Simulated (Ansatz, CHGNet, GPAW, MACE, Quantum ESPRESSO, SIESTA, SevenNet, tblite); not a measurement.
# Which run comes nearest? Ru(0001) slab (54 atoms)

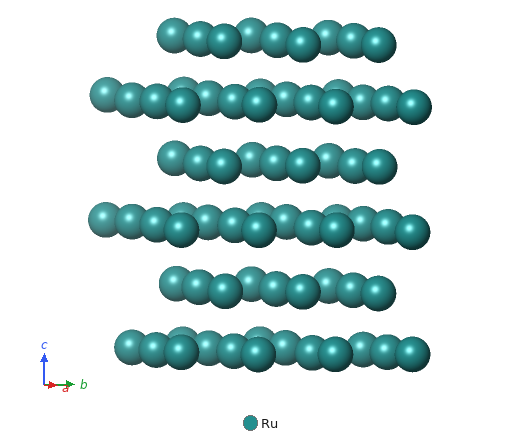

The cell (ruthenium teal). Some periodic images of atoms are drawn too.

The cell holds 54 atoms: 54 Ru. Cell: a = 8.118 Å, b = 8.118 Å, c = 22.705 Å, α = 90.0°, β = 90.0°, γ = 60.0°. It derives from Ru (hcp). Hcp Ru (a = 2.706 Å, c = 4.282 Å), (0001) slab of 3 repeat layers, 3 x 3 surface cells, 12 Å of vacuum; not relaxed, displaced by a Gaussian of 0.02 Å. Then every atom was moved at random, 0.02 Å r.m.s. a Cartesian component. Vacuum lies along c.

Geometry: as built.

The reference, a calculation:

| Property | Result |
| --- | --- |
| method | Kohn-Sham DFT, PBE, PAW, plane waves (Ansatz 0.2.0); cutoff 420 eV, Γ point, fermi-dirac smearing of 0.05 eV; PAW set soft_2 |
| r.m.s. force component | 0.5556 eV/Å |
| longest force | 1.432 eV/Å |
| SCF cycles | 12 |
| time | 30 s on 4 threads of Arm Neoverse V1, shared host |
| CPU time | 1.9 min |

Q: Estimate the differences from the reference, the CPU time and the memory of each run.
- SIESTA PBE, DZP, shift 0.01 Ry, mesh 100 Ry (SIESTA 5.4.2; 2 MPI ranks)
- MACE MP-0b2 small potential (MACE MP-0b2 small; 1 thread)
- SIESTA PBE, SZP, shift 0.01 Ry, mesh 300 Ry (SIESTA 5.4.2; 1 thread)
- QE PBE, sssp-1.3.0-efficiency, 45/360 Ry (Quantum ESPRESSO 7.5; 4 MPI ranks)
- SIESTA BLYP, PBE potentials, DZP, shift 0.01 Ry, mesh 300 Ry (SIESTA 5.4.2; 2 MPI ranks)
- CHGNet r2SCAN potential (CHGNet r2SCAN; 1 thread)
- SIESTA PBE, DZP, shift 0.01 Ry, mesh 300 Ry (SIESTA 5.4.2; 2 MPI ranks)
- SevenNet 0 potential (SevenNet 0; 1 thread)
- SIESTA PBE, TZP, shift 0.01 Ry, mesh 300 Ry (SIESTA 5.4.2; 2 MPI ranks)

Differences are against the plane-wave reference, forces as r.m.s. over components; share is that over the reference's r.m.s. force, slope the least-squares factor from reference forces to these. Total energies of different programs have different zeros and aren't compared.

```
                                                         run  Δ force, r.m.s. (meV/Å)  share (%)  slope  cores  CPU time  memory (GiB)
                                                   reference                        -          -      -      4   1.9 min           2.0
        SIESTA PBE, DZP, shift 0.01 Ry, mesh 100 Ry (coarse)                      103       18.6  0.925      2     2 min          0.59
                                 MACE MP-0b2 small potential                      526       94.7  0.455      1     6.3 s          0.65
        SIESTA PBE, SZP, shift 0.01 Ry, mesh 300 Ry (coarse)                      145       26.0  0.913      1   4.8 min          0.85
                    QE PBE, sssp-1.3.0-efficiency, 45/360 Ry                     9.38       1.69  0.987      4    14 min           1.8
SIESTA BLYP, PBE potentials, DZP, shift 0.01 Ry, mesh 300 Ry                      276       49.6  0.693      2   6.3 min           1.2
                                     CHGNet r2SCAN potential                      339       61.0  0.494      1     3.8 s           1.1
                 SIESTA PBE, DZP, shift 0.01 Ry, mesh 300 Ry                     98.8       17.8  0.923      2   6.1 min           1.2
                                        SevenNet 0 potential                      448       80.6  0.383      1     7.8 s          0.73
                 SIESTA PBE, TZP, shift 0.01 Ry, mesh 300 Ry                     76.4       13.8  0.946      2   9.3 min           1.4
```

Rows marked coarse were listed beforehand as settings not expected to be converged; some can still land near the reference.

Times of the machine-learned potentials are mostly Python's start and the loading of weights.

CPU time is summed over cores on a shared host, where runs went side by side, so it is rough. Symmetry, cutoffs, thresholds, outputs and thread counts weren't matched or tuned between programs; memory under MPI is the largest rank's times the ranks.

PBE on plane waves or a grid with other potentials, cutoffs or grids, coarse settings apart, differs from the reference by 1.7 % (QE PBE, sssp-1.3.0-efficiency, 45/360 Ry) of the r.m.s. force; this holds the reference's own error, so differences of a few per cent don't tell which side is nearer the exact PBE result (QE's 45 Ry are 612 eV, against the reference's 420 eV). The PBE runs in local orbitals, coarse settings apart, differ by 14 % (SIESTA PBE, TZP, shift 0.01 Ry, mesh 300 Ry) to 18 % (SIESTA PBE, DZP, shift 0.01 Ry, mesh 300 Ry); basis, grid and potentials can all enter. Machine-learned potentials differ by 61 % (CHGNet r2SCAN potential) to 95 % (MACE MP-0b2 small potential); they were trained on other programs' data, some at another functional. The reference samples few k-points for this cell, and its sampling error, which other DFT runs on the same mesh share, can be part of so large a difference. Among those trained on PBE data the slope goes as low as 0.38, with a correlation of 0.59, so directions differ as well as sizes. Rows with another functional or a dispersion term differ by 50 % (SIESTA BLYP, PBE potentials, DZP, shift 0.01 Ry, mesh 300 Ry), which mixes the change of model with differences of basis and potentials, some of them made for another functional. Machine-learned potentials mimic data converged in k, so the reference's own k-point error enters their differences. The electronic-structure runs sample only Γ, in a cell whose shortest periodic width is 7 Å, which is coarse for a cell with partly filled levels.

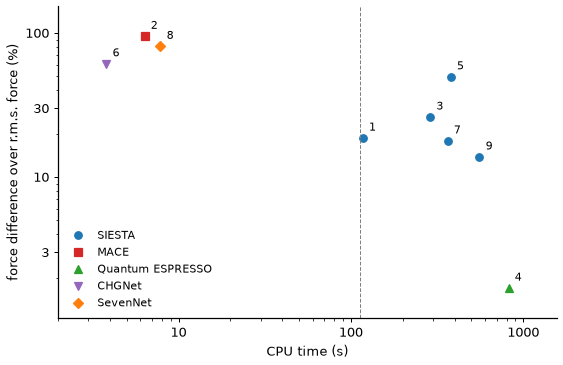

Force difference against CPU time; the dashed line marks the reference's time. Points: 1 SIESTA PBE, DZP, shift 0.01 Ry, mesh 100 Ry; 2 MACE MP-0b2 small potential; 3 SIESTA PBE, SZP, shift 0.01 Ry, mesh 300 Ry; 4 QE PBE, sssp-1.3.0-efficiency, 45/360 Ry; 5 SIESTA BLYP, PBE potentials, DZP, shift 0.01 Ry, mesh 300 Ry; 6 CHGNet r2SCAN potential; 7 SIESTA PBE, DZP, shift 0.01 Ry, mesh 300 Ry; 8 SevenNet 0 potential; 9 SIESTA PBE, TZP, shift 0.01 Ry, mesh 300 Ry.

[Logs are printed without paths, hosts, clocks, repeated set-up lines and the standing remarks that a program may print on its own settings, such as how far it seeks lower states.]

[Hosts, paths, dates, database ids (printed as entryN), source tags and the programs' standing remarks are cut or masked in the printed files.]
